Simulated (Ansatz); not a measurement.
TiO2, response to strain

Base system: TiO2 in the anatase structure (space group I4_1/amd, No. 141; a = 3.7780 Å, c = 9.5887 Å). Axes: x, y, z lie along a, b, c of the conventional cell.

Strains are applied to the cell and any free atomic positions relax.

Calculations: Ansatz (a program for electronic structure), r2SCAN, PAW, cutoff 500 eV, no spin-orbit coupling, earlier PAW set.

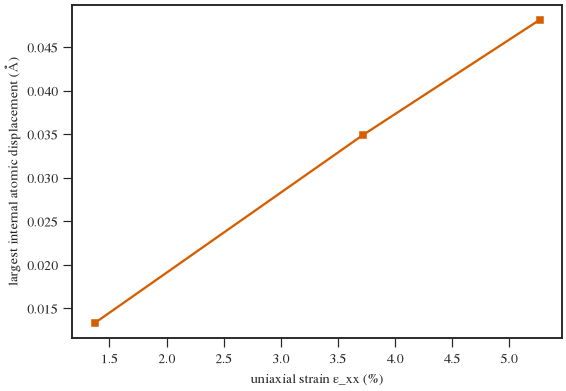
Figure. Largest internal atomic displacement against uniaxial strain ε_xx

Task: From the plot, what is the largest internal atomic displacement for uniaxial strain ε_xx = +5.27 %?

Result: About 0.048 Å.

Task: Is the trend monotonic over the range shown?

Result: Yes, it rises throughout, spanning 0.013 Å to 0.048 Å.

Stability against distortions was not tested. The final runs are not spin-polarised.
